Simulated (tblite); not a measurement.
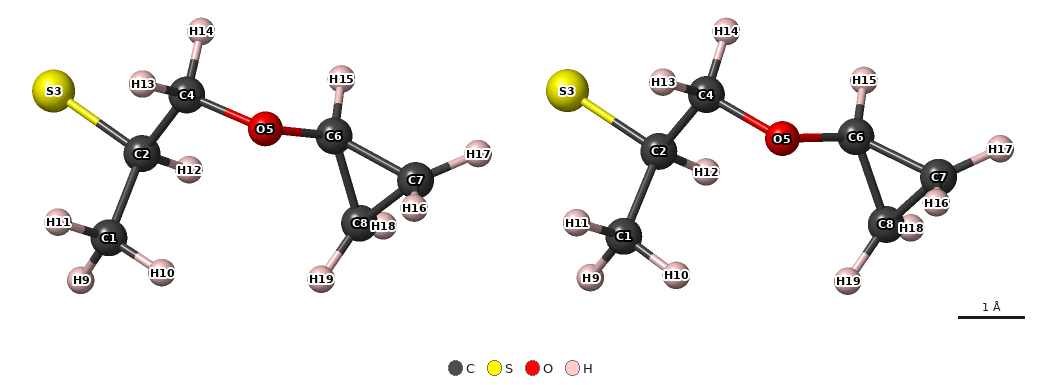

Two geometries of C6H11OS (charge −1), drawn at one scale. One is the start of a relaxation, the other its converged end. The picture is a ball-and-stick view, seen face on.

Computed with GFN2-xTB geometry optimisation, gas phase (tblite). 

Q: Which of the two is the end point?

A: The left one is the relaxed one. After 63 geometry steps the energy has fallen by 0.204 eV. The largest move after the best rigid fit is that of H9, 0.16 Å. Largest moves by element: H 0.16 Å, O 0.16 Å, C 0.11 Å, S 0.09 Å. Among the contacts that change: O5–C6 1.445 → 1.382 Å, C2–C4 1.546 → 1.523 Å, C7–H16 1.098 → 1.079 Å, C4–H13 1.109 → 1.093 Å. Bond angles that change, for instance: O5–C6–C8 115.3° → 120.9°, O5–C6–H15 118.7° → 113.6°, C2–C4–O5 111.7° → 116.1°. Cost: 0.4 s on 1 thread of Intel(R) Xeon(R) Platinum 8488C, with other jobs on the host.
